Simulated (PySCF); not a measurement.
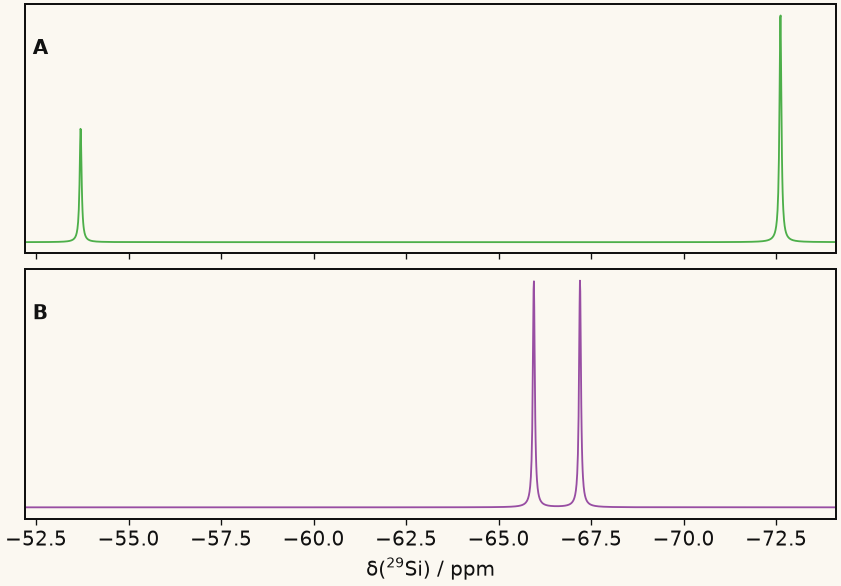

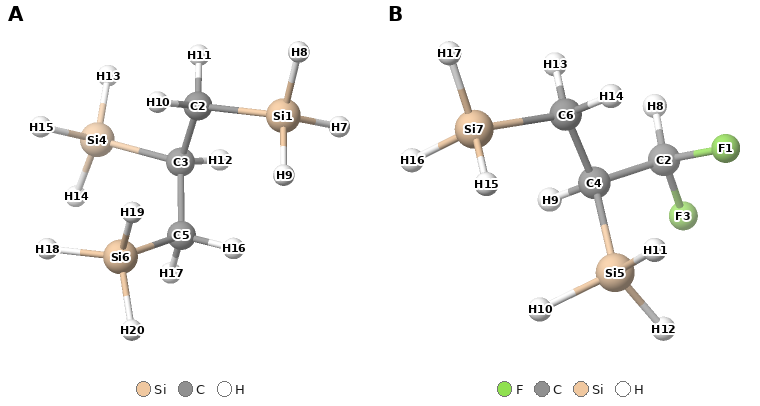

Related molecules: A is C₃H₁₄Si₃, SMILES [SiH3]CC([SiH3])C[SiH3]; B is C₃H₁₀F₂Si₂, SMILES FC(F)[C@@H]([SiH3])C[SiH3]. GIAO ²⁹Si shifts against TMS, PBE0/pcSseg-1 with PySCF, at a PBE0-D3(BJ)/def2-SVP geometry (no frequency check); fully decoupled, line heights follow the number of nuclei within a panel, widths are arbitrary (no quadrupolar broadening); values of one conformer, averaged over nuclei that symmetry or rotation about single bonds exchange, these motions taken as fast; other conformers aren't averaged in.

Question: Assign the ²⁹Si signals of each molecule.

Answer: A: −53.7 (Si4); −72.6 (Si1, Si6)
B: −66.0 (Si7); −67.2 (Si5)

The order of signals that lie close, as those under 3 ppm apart, is within the error of the method.
